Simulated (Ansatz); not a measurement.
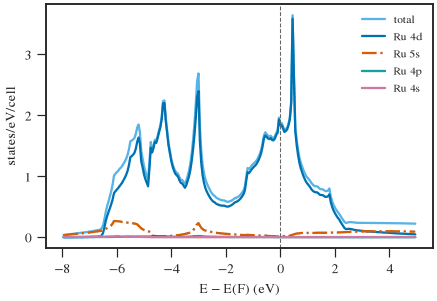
*Total and projected density of states of Ru (bcc (W type), Im-3m), r²SCAN in the plane-wave PAW code Ansatz*

Which orbitals carry the states next to the Fermi level?

Within 0.5 eV of the Fermi level: Ru 4d 98 %. Projections are on Löwdin-orthogonalised atomic valence shells; empty p or d shells of many metals are not among them.

Where is the tallest occupied peak in this window, and what makes it?

Near -3.0 eV, about 2.7 states/eV per cell; the largest projected share is Ru 4d.

The start of the workflow was typed in or built on a structure type; neither database checked (COD, Materials Project) lists it. It is not the phase usual at ambient conditions (space group No. 194). The cell was relaxed with r²SCAN under the symmetry of its start. At this level the phase is mechanically unstable. No spin polarisation was allowed. Scalar-relativistic: spin–orbit coupling is off unless named, which matters more the heavier the elements.

Potentials: the later of the program's two PAW sets.
